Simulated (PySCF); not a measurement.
CH$_{6}$AsNO, SMILES `NC=O.[AsH3]`.

Method: r2SCAN/aug-cc-pVDZ; geometry: GFN2-xTB; program: PySCF. GFN2-xTB bond lengths at metals and heavier atoms can be off by up to 0.1 Å and shapes distorted, which carries into these values.

Geometry (Å), atoms numbered from 1:

```
N1      -2.4392   -0.9057   -0.0144
C2      -2.3007    0.4250    0.0307
O3      -1.2465    1.0050   -0.0434
H4      -1.5997   -1.4597   -0.1052
H5      -3.3285   -1.3655    0.0589
H6      -3.2609    0.9599    0.1396
As7      1.3157   -0.1205   -0.0035
H8       1.3349    0.8157    1.1491
H9       2.8178   -0.2375    0.0828
H10      1.4665    1.0149   -0.9451
```

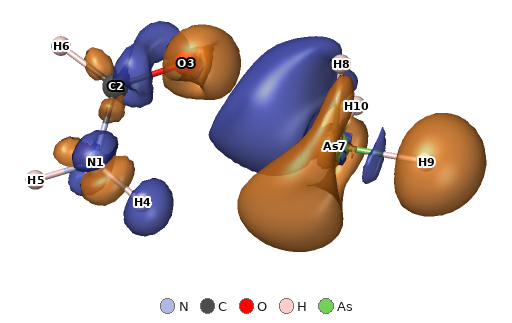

Density of the complex less the densities of the two fragments at the same geometry, ±0.004 e/Å³ (orange: gain, blue: loss). Fragment A: H3CNO (atoms 1–6); fragment B: AsH3.

**How is the density rearranged on binding?**

Hirshfeld charges show 0.023 e passing from A to B. By Hirshfeld charges, electrons gather most on H9 (−0.028 e) and leave C2 most (+0.006 e); 0.11 e is displaced in all, which induces a dipole of 0.97 D.

**What is the interaction energy, and which contacts carry it?**

The counterpoise-corrected interaction energy of the frozen fragments is −1.2 kcal/mol without dispersion correction and −1.7 kcal/mol with D3(BJ). The pair geometry is semi-empirical, not a minimum at this level. Contacts: O3···As7, 2.80 Å, ρ = 0.019 a.u. The pose is a local one from a semi-empirical search, not shown to be the most stable.

Run time: 2.4 min on 1 thread of Arm Neoverse V1, on a shared host, peak memory 0.65 GiB.
